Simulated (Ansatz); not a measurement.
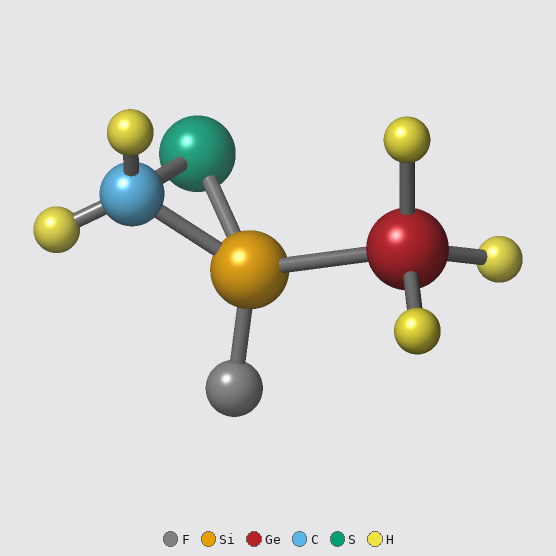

Give the formula.

CH5FGeSSi, 10 atoms: 1 carbon, 5 hydrogen, 1 fluorine, 1 germanium, 1 sulfur and 1 silicon.

How many bonds of each kind are drawn?

3 Ge–H, 2 C–H, 1 F–Si, 1 Ge–Si, 1 C–Si, 1 C–S, 1 S–Si.

Give the symmetry (Schoenflies symbol).

C1.

What is its SMILES?

F[Si@]1([GeH3])CS1

More results for the same structure follow; atom numbers are the same in all pictures, views and colours differ. Computed geometry: PBE0-D4/def2-TZVP optimisation. No frequency run is at hand to confirm it as a minimum.

Geometry

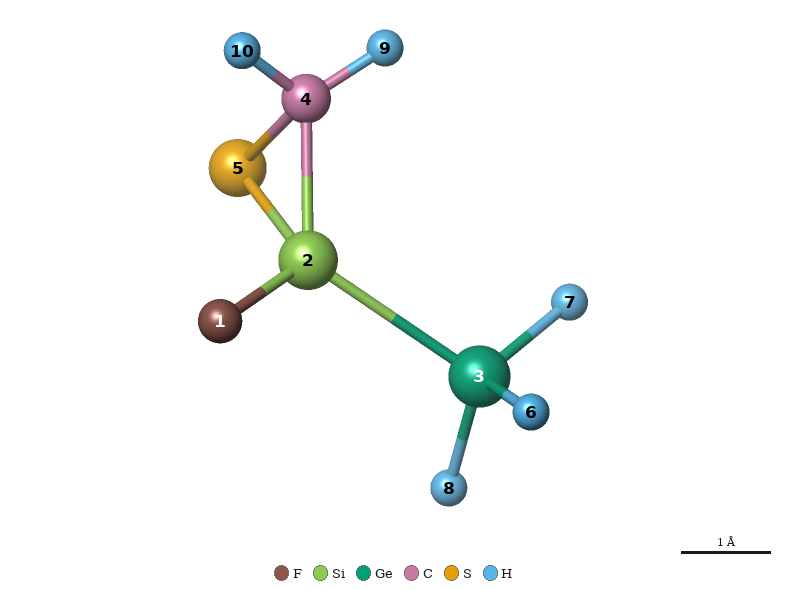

The atoms are numbered. No frequency run is at hand to confirm it as a minimum.

What is the geometry at Ge3?

Ge3 has 4 neighbours (Si2 at 2.36, H6 at 1.54, H7 at 1.53, H8 at 1.53 Å); the arrangement is tetrahedral.

What is the dihedral angle F1–Si2–C4–S5?

108° in size, that is anticlinal.

Electronic properties

No frequency run is at hand to confirm it as a minimum. Level of theory: RKS PBE0-D4/def2-TZVPP (Ansatz 0.2.0).

Computed properties:

- HOMO energy (Kohn–Sham orbital): −7.22 eV
- LUMO energy (Kohn–Sham orbital): −0.45 eV
- HOMO–LUMO gap: 6.77 eV
- dispersion correction: −22.6 kJ/mol

Dipole moment

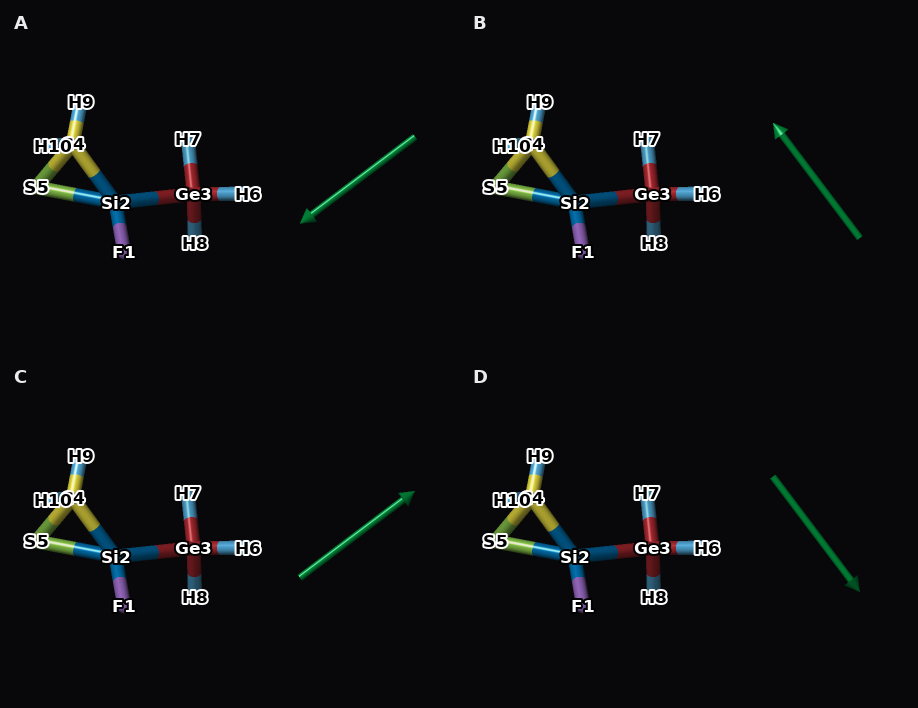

The same molecule four times, each with an arrow. No frequency run is at hand to confirm it as a minimum. Method: RKS ωB97M-V/def2-TZVPP (Ansatz 0.2.0).

Which arrow points along the dipole moment, from the negative to the positive end?

C. The dipole moment is 1.93 D; it points from the side of S5 to the side of H6 (the outermost atoms at the two ends).

Charges

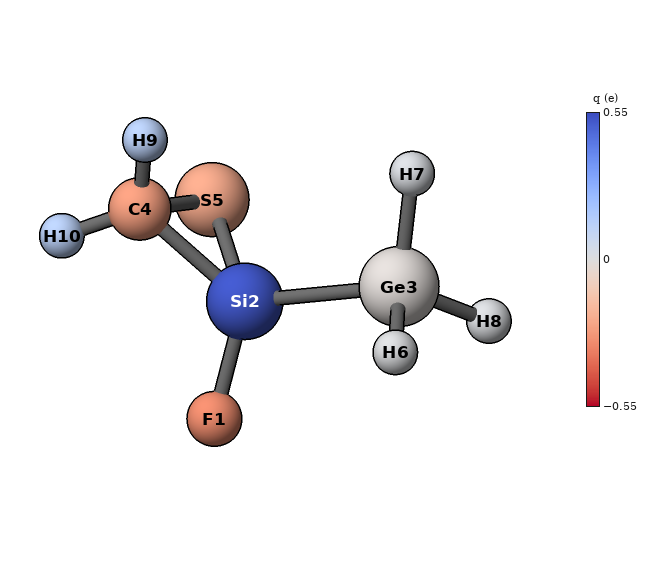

Atoms are coloured by their Mulliken charges. No frequency run is at hand to confirm it as a minimum. Properties computed with RKS B3LYP-D4/def2-TZVPP (Ansatz 0.2.0).

Which atom carries the highest charge (most positive or least negative)?

Si2 (0.51 e).

And the lowest?

F1 (−0.30 e).

Give the Mulliken charges atom by atom.

| atom | value (e) |
| --- | --- |
| F1 | −0.30 |
| Si2 | 0.51 |
| Ge3 | −0.02 |
| C4 | −0.26 |
| S5 | −0.22 |
| H6 | 0.01 |
| H7 | 0.01 |
| H8 | 0.01 |
| H9 | 0.13 |
| H10 | 0.13 |

Mulliken values depend strongly on the basis set and can even reverse the polarity of a bond.
